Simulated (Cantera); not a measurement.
Feed: 1 mol Si₃N₄, 0.16 mol N₂, held at 5800 Pa.

Cantera equilibrium calculation (NASA polynomials, part measured and part estimated; ideal gas, pure solids and liquids). Candidate condensed phases: Si, Si₃N₄; 7 gas species. The tables' values for SiN are old estimates; treat these amounts as uncertain. Rates play no part.

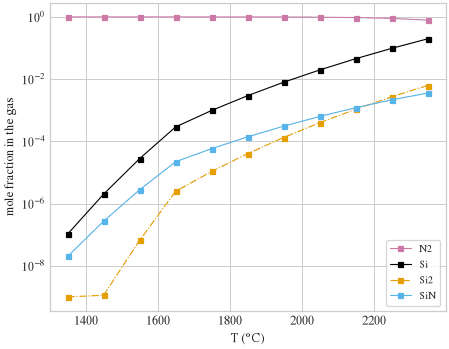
*Equilibrium gas composition (values under 1e-9 drawn at 1e-9)*

Question: Read off the mole fractions at 1850 °C.

Answer: N₂ about 1.00, Si about 0.0029, SiN about 0.00014, Si₂ about 4.0e-5.
